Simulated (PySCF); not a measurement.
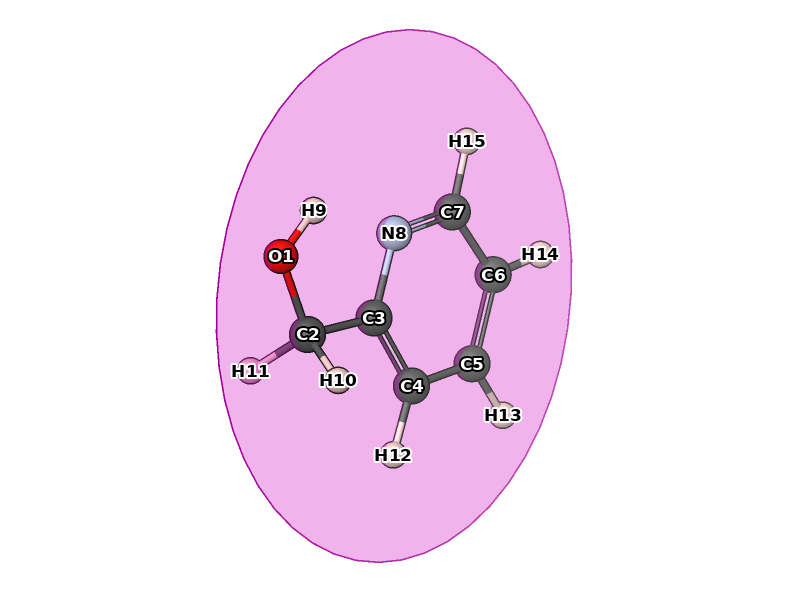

A disc through the centre of mass is drawn in. Distant atoms are faded towards the background colour. The computed structure is the end point of a PBE0-D3(BJ)/def2-SVP optimisation. No frequency run is at hand to confirm it as a minimum.

Q: Is the plane of the disc a mirror plane of the structure?

A: Yes. The reflection leaves O1, C2, C3, C4, C5, C6, C7, N8, H9, H12, H13, H14, H15 in place and moves H10 ↔ H11. The point group is Cs.
